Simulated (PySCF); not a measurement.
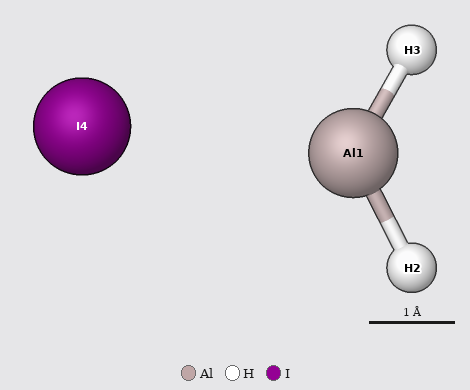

*The input geometry (ball-and-stick view, seen at a tilt; atoms are numbered from 1 in the order of the input). Sticks mark near contacts.*

Bond lengths as drawn: Al–H 1.54 Å.

**Run report: AlH₂I, single-point calculation**

- system: AlH₂I
- method: CCSD(T)/STO-6G, RHF (PySCF 2.14.0)

A bond length was changed on purpose from its optimised value.

## Output
```
converged SCF energy = -7127.65156244251
E(CCSD) = -7127.717735343027  E_corr = -0.06617290051408425
CCSD(T) correction = -0.00203506588804856
Final energy -7127.719770408915
```

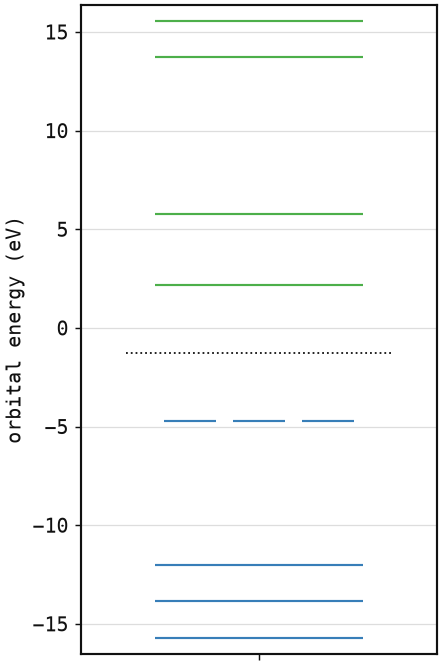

*Orbital energies near the frontier (SCF reference); the dotted line parts filled from empty levels, and levels within 0.02 eV of each other stand side by side.*

Highest filled −4.72 eV, lowest empty 2.18 eV, 6.90 eV apart.

The run was set up as follows.

## Input file (run.py)
```python
from pyscf import gto, cc

mol = gto.M(
    atom='Al 0.756883 1.265386 -0.003335; H 2.292623 1.292636 0.005985; H 0.054303 2.631076 -0.026825; I -1.173450 -1.961840 0.010420',
    charge=0,
    verbose=3,
    basis='sto-6g',
    max_memory=1860,
)

mf = mol.RHF()
mf.conv_tol = 1e-10
mf.kernel()
if not mf.converged:
    mf = mf.newton().run(mf.mo_coeff, mf.mo_occ)

mycc = cc.CCSD(mf, frozen=23)
mycc.kernel()
e_t = mycc.ccsd_t()
etot = mycc.e_tot + e_t
print('Final energy', etot)
```

Run as:
```bash
OMP_NUM_THREADS=1 python run.py
```

## Key numbers

| quantity | value |
| --- | --- |
| outcome | converged |
| total energy | −7127.719770 hartree |
| SCF energy | −7127.651562 hartree |
| correlation energy | −0.068208 hartree |
| (T) correction | −0.002035 hartree |
| basis functions | 38 |
| T1 diagnostic | 0.044 |
| HOMO of the SCF reference | −4.72 eV |
| LUMO of the SCF reference | 2.18 eV |
| hardware | 1 thread of Arm Neoverse V2, 24 GiB of memory available, shared host |
| wall time | 2.4 s |
| peak memory | 0.12 GiB |

The record of the run, not the program, notes: large T1 diagnostic; no relativistic term for heavy atoms.
